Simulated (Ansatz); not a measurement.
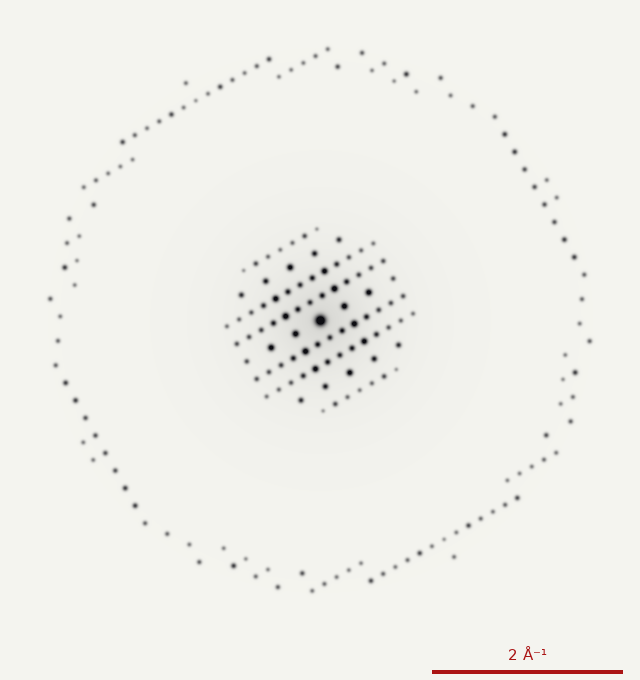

Wide-angle electron diffraction pattern, simulated kinematically at 60 kV (λ = 0.0487 Å, B = 0.2 Å², logarithmic intensity scale). The centre holds the zero-order Laue zone; the ring outside it is the first higher-order Laue zone that is excited.

**Measure the ring and find the spacing of the reciprocal-lattice layers along the beam.**

The ring radius is about 2.7 Å⁻¹, so H ≈ λG²/2 is about 0.18 Å⁻¹, and 1/H, about 5.4 Å, is the shortest lattice translation along the beam.

The crystal is Y2Tl, space group P6_3/mmc (No. 194), a = 5.416 Å, c = 6.748 Å (hexagonal axes), seen along [100]. Structure: the geometry relaxed with DFT, PAW plane waves, pbe (Ansatz 0.2.0); the starting structure was generated, so it need not be a known form of this composition.

**What symmetry do the zero layer and the whole pattern have?**

Zero layer: 2mm. With the outer ring, and with Friedel's law holding in this kinematic picture: 2mm.
